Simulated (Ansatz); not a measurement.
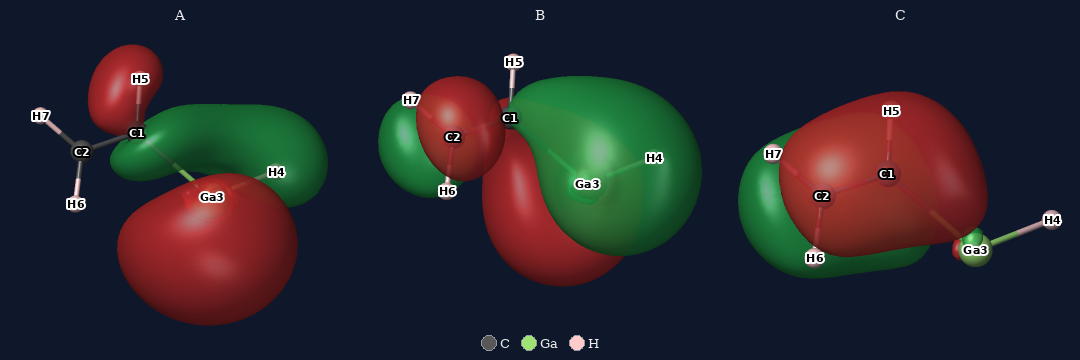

The picture shows: C2H4Ga (SMILES C=[CH][GaH]) (doublet). Three frontier orbitals at ±0.08 Å⁻³ᐟ² (green and red are the two phases), in no order.

Geometry: PBE0-D3(BJ)/def2-SVP.

Theory: isolated molecule in a Gaussian basis; Kohn-Sham density functional theory, functional PBE0 in Ansatz.

```yaml
atoms:
  - { symbol: C, position_ang: [-0.5281, 0.6216, 0.3474] }
  - { symbol: C, position_ang: [-1.2666, -0.1016, -0.5061] }
  - { symbol: Ga, position_ang: [1.3613, 0.2009, 0.7351] }
  - { symbol: H, position_ang: [2.1936, 1.0985, 1.7637] }
  - { symbol: H, position_ang: [-1.0066, 1.4791, 0.8432] }
  - { symbol: H, position_ang: [-0.8558, -0.9696, -1.0361] }
  - { symbol: H, position_ang: [-2.3172, 0.1329, -0.7210] }
```

Order the three orbitals by energy and name them. All are α orbitals.

C is the HOMO−1 (α) (−8.14 eV). By Hirshfeld shares it lies mainly on C1 (about 45 %), C2 (about 40 %) and Ga3 (about 10 %); it changes sign across the molecular plane (π type); π-bonding across C1–C2. A is the HOMO (α) (−5.39 eV). Its weight (Hirshfeld) is mainly on Ga3 (about 75 %), H4 (about 10 %) and C1 (about 10 %); it is symmetric in the molecular plane (an in-plane orbital: σ, lone-pair or in-plane π type). B is the LUMO (α) (−1.93 eV). Its weight (Hirshfeld) is mainly on Ga3 (about 70 %), C2 (about 15 %) and C1 (about 10 %); it changes sign across the molecular plane (π type); π-antibonding (a node) across C1–C2.

What is the gap between the highest occupied and lowest empty α orbitals?

3.46 eV between the orbital energies.
